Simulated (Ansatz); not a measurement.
Partial pair distribution functions of a relaxed model of amorphous Si30N44Hf3, broadened by 0.06 Å; density 3.81 g/cm³. Calculation: PBE, scalar-relativistic without spin-orbit coupling (plane waves to 420 eV, PAW; Ansatz, an electronic-structure program).

The cell was made by melting and quenching with the CHGNet potential and then relaxed with DFT. N atoms were pushed apart under 1.9 Å during the dynamics, to hinder bonds among them. The hot cell started wider than the set density and was brought back towards it in steps. It is the lowest in DFT energy of 2 quenches. It is a model cell: composition and starting density were chosen by hand, and all elements were melted together. No dispersion term was used. Its density started from a set value of 3.81 and ended at 3.81 g/cm³. The simulated quench (nominally 450 K/ps over its main leg) is rapid and tends to freeze in more defects than a deposited or slowly cooled glass has. One small periodic cell is one sample of the glass; other quenches scatter about these values. The volume was held where the preparation left it and the shape relaxed, at a PBE pressure of 0.8 GPa. Stress components on the final sampling reach 0.9 GPa.

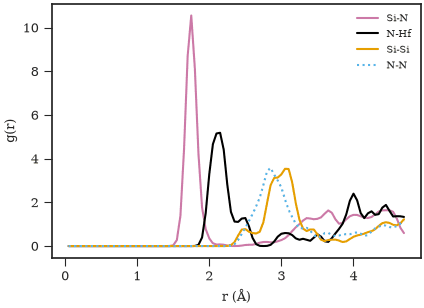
Partial pair distribution functions

Highest peaks under 4.5 Å: Si-N near 1.75 Å, N-Hf near 2.15 Å, Si-Si near 3.05 Å, N-N near 2.85 Å; pairs of few atoms are noisy.

Within 2.26 Å each Si has 4.03 N neighbours on average.
